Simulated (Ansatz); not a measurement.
The parent structure is ZnGeAs2 in the chalcopyrite structure (space group I-42d, No. 122; a = 5.655 Å, c = 11.187 Å).

Now apply this change: the cell is scaled by 0.9775 in all directions; the atoms relax in the strained cell.

The values are results of Kohn–Sham DFT with the PBEsol functional, run in Ansatz (a first-principles code) with PAW and 420 eV plane waves, no SOC, not measurements.

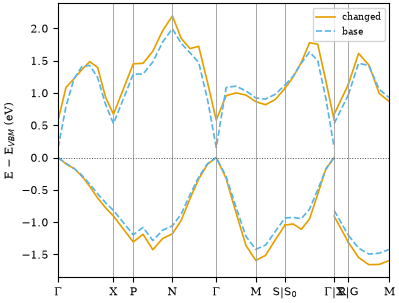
Figure: Highest valence and lowest conduction band along the path, each from its own valence-band maximum

Q: From the figure, how large is the changed gap, and is it direct?

A: About 0.58 eV, direct at Γ.

Gaps are read on the SCF mesh and a high-symmetry path. Whether these cells are dynamically stable was not tested.
